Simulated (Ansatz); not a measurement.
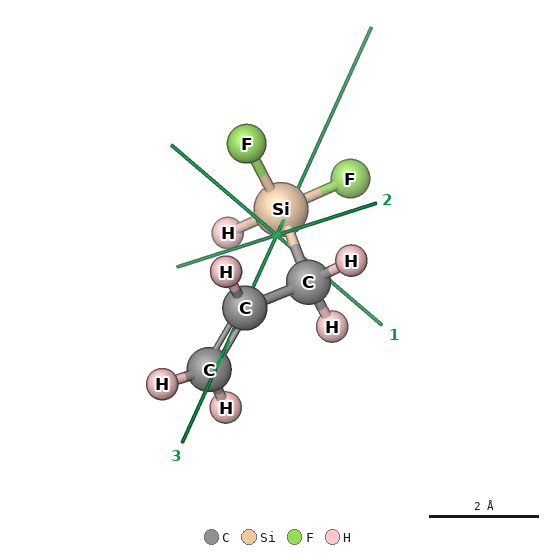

The three principal axes of inertia are drawn and numbered. Depth is shown by fading: the farther an atom, the more it takes the colour of the background. The geometry was computed by an optimisation with PBE0-D4/def2-TZVP. Masses are those of the most abundant isotopes; constants are for the rigid equilibrium geometry.

### Which line is the a axis (least moment of inertia), which b and which c?

a is line 3, b is line 1, c is line 2; the moments are 87.9, 317, 365 u Å².

### What kind of rotor is it, and what are its rotational constants in MHz?

An asymmetric top (C1): A = 5751, B = 1596, C = 1385 MHz. Ray's parameter κ is −0.90, close to the prolate limit.
